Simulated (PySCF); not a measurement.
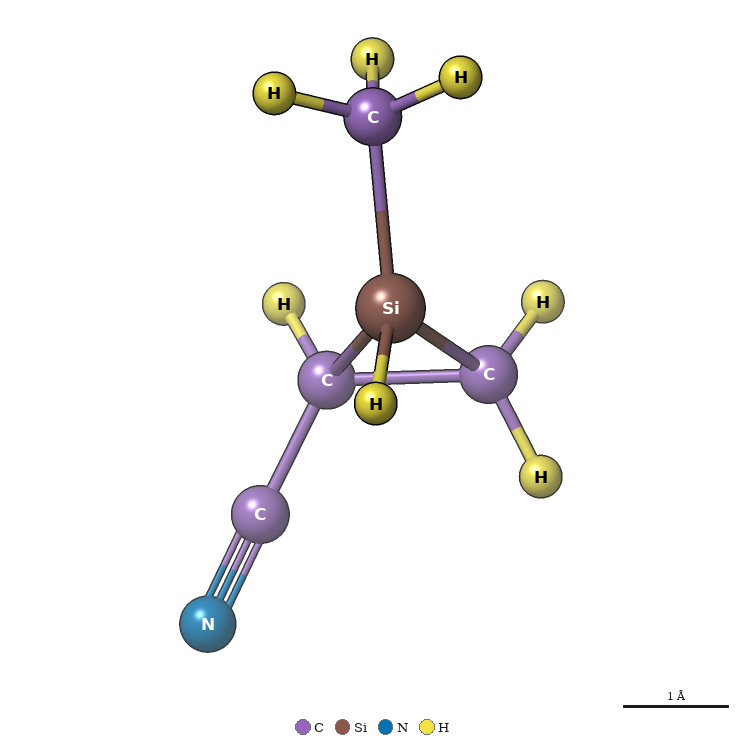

Atoms fade into the background with distance from the viewer. The geometry was computed by an optimisation with PBE0-D3(BJ)/def2-SVP. No frequency run is at hand to confirm it as a minimum. Masses are those of the most abundant isotopes; constants are for the rigid equilibrium geometry.

> Classify the rotor and give the rotational constants (GHz).

An asymmetric top (C1): A = 7.31, B = 1.59, C = 1.48 GHz. Ray's parameter κ is −0.96, close to the prolate limit.
